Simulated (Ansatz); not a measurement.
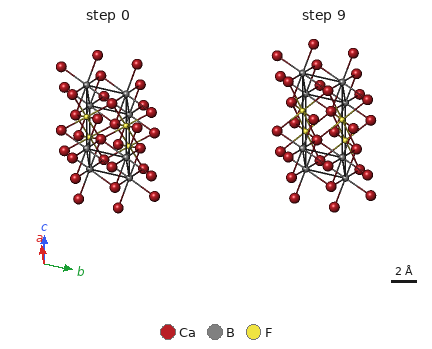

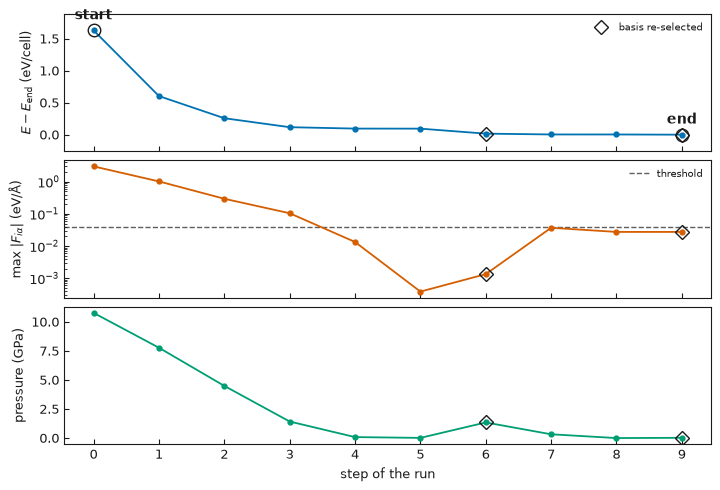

First and last geometry of a relaxation of solid Ca$_{2}$BF (a generated structure, set up in P-3m1) (coarse preliminary run), with the history of the run. The picture is a ball-and-stick view of the cell of the calculation, seen from a free direction.

All numbers below come from DFT PBE, scalar-relativistic, plane waves, PAW (Ansatz 0.2.0). Settings: plane-wave cutoff 420 eV; k-point mesh 6 × 6 × 4; occupations gaussian; smearing width 0.1 eV; no spin polarisation; cell and atoms relaxed; force threshold 0.04 eV/Å; at most 70 steps.

Did the run converge, and what did it change?

Answer. It converged. The largest moves relative to the cell, 0.41 Å, are those of Ca atoms. B and F stay in place. Cell: a = b 3.552 → 3.565 Å (+0.4 %), c 5.809 → 6.890 Å (+18.6 %). Volume +19.5 %. Near-neighbour distances that change, for instance: Ca–Ca 3.078 → 4.089 Å, Ca–F 2.350 → 2.712 Å, B–Ca 2.700 → 2.655 Å. Bond angles that change, for instance: Ca–F–Ca 81.8° → 97.8°, F–Ca–F 98.2° → 82.2°, Ca–F–Ca 98.2° → 82.2°. The space group stays P-3m1 (No. 164). Over 7 accepted moves (9 points after the start) the energy falls by 1.631 eV per cell of the calculation. The largest force component goes from 3 to 0.028 eV/Å. Pressure: 10.77 GPa at the start and 0.02 GPa at the end. At 2 points the geometry stayed and the basis and grid were re-selected for the new cell (energy shift of 78.2 meV per cell of the calculation at most each time). The run took 24 s on 1 thread of Arm Neoverse V1 (shared host), peak memory 0.34 GiB.

```json
{"step": "0", "E − E(0), meV/atom": "0.00", "largest force component, eV/Å": "2.9981", "pressure, GPa": "10.77", "volume, Å³/atom": "15.864", "note": ""}
{"step": "1", "E − E(0), meV/atom": "-256.79", "largest force component, eV/Å": "1.0236", "pressure, GPa": "7.77", "volume, Å³/atom": "16.471", "note": ""}
{"step": "2", "E − E(0), meV/atom": "-343.32", "largest force component, eV/Å": "0.2964", "pressure, GPa": "4.49", "volume, Å³/atom": "17.309", "note": ""}
{"step": "3", "E − E(0), meV/atom": "-378.35", "largest force component, eV/Å": "0.1052", "pressure, GPa": "1.42", "volume, Å³/atom": "18.076", "note": ""}
{"step": "4", "E − E(0), meV/atom": "-383.82", "largest force component, eV/Å": "0.0135", "pressure, GPa": "0.08", "volume, Å³/atom": "18.352", "note": ""}
{"step": "5", "E − E(0), meV/atom": "-384.05", "largest force component, eV/Å": "0.0004", "pressure, GPa": "0.01", "volume, Å³/atom": "18.431", "note": ""}
{"step": "6", "E − E(0), meV/atom": "-403.59", "largest force component, eV/Å": "0.0014", "pressure, GPa": "1.34", "volume, Å³/atom": "18.431", "note": "same geometry, new basis"}
{"step": "7", "E − E(0), meV/atom": "-406.76", "largest force component, eV/Å": "0.0371", "pressure, GPa": "0.32", "volume, Å³/atom": "18.782", "note": ""}
{"step": "8", "E − E(0), meV/atom": "-406.82", "largest force component, eV/Å": "0.0277", "pressure, GPa": "0.00", "volume, Å³/atom": "18.954", "note": ""}
{"step": "9", "E − E(0), meV/atom": "-407.63", "largest force component, eV/Å": "0.0276", "pressure, GPa": "0.02", "volume, Å³/atom": "18.954", "note": "same geometry, new basis"}
```
